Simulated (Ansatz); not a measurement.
## Ga2O3 (C2/m): how ε∞ follows the gap

The empty bands of Ga2O3 (C2/m) are shifted up rigidly by Δ, and ε∞ along x is computed for each shift. x, y and z are the Cartesian axes of the input cell.

Cell: a, b, c = 6.293, 6.293, 5.798 Å (primitive vectors), 10 atoms.

Method: Ansatz 0.2.0, PBE, independent particles, k-mesh 8×8×4 with interpolation inside its cells, Gaussian parameter 0.1 eV.

Launch of the response step: `ansatz run input.yaml --threads 4 --pin off --max-ram 8192MiB --backend cpu --events-out ev --progress --plain --runs-dir out`. The series took 9.8 min in all, on 4 threads of Arm Neoverse V2, with other jobs on the host.

```tsv
Δ (eV)	ε∞ along x
0.00	4.087
0.40	3.952
0.80	3.832
1.20	?
1.60	3.625
2.00	3.535
```

With one effective transition at E₀ and fixed dipole strength, ε∞ − 1 = A/(E₀ + Δ), so 1/(ε∞ − 1) is linear in Δ.

Working, on the rows shown:

| x = Δ (eV) | y = 1/(ε∞ − 1) |
| --- | --- |
| 0 | 0.323939 |
| 0.4 | 0.338753 |
| 0.8 | 0.353107 |
| 1.6 | 0.380952 |
| 2 | 0.394477 |

Means: x̄ = 0.96, ȳ = 0.35825. Σ(x − x̄)(y − ȳ) = 0.09689, Σ(x − x̄)² = 2.752. Slope = 0.09689 / 2.752 = 0.03521; intercept = ȳ − slope · x̄ = 0.32445. Turned back into ε∞ along x, the line misses the rows shown by at most 0.0048.

Question: What does the fit predict for the withheld row, and how well does it do?

Answer: At x = 1.2 the line gives y = 0.3667, that is 3.727. The run gave 3.723, so the interpolation is off by 0.0041, 0.7 % of the range in the table.

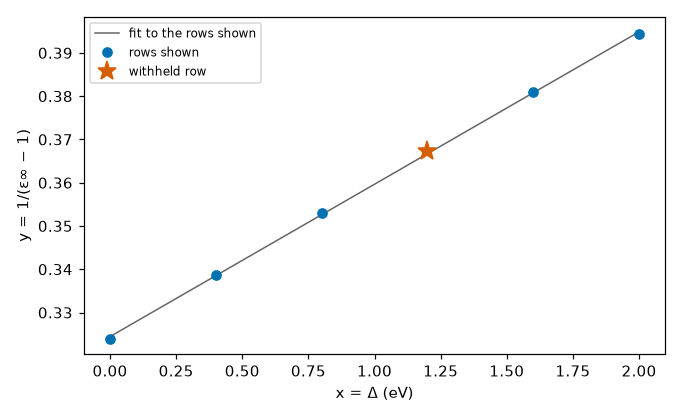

Refitted with all rows, the slope is 0.03524 and the intercept 0.3245. These give E₀ = intercept/slope = 9.2 eV, far above the least direct gap of 2.46 eV: most of the screening comes from transitions well over the edge. Over the first step ε∞ falls by 8 % per eV. Excitons are left out and so are local fields; PBE gaps are as a rule too small. Spin-orbit coupling is left out.

[Logs are printed without paths, hosts, clocks, repeated set-up lines and the standing remarks that a program may print on its own settings, such as how far it seeks lower states.]
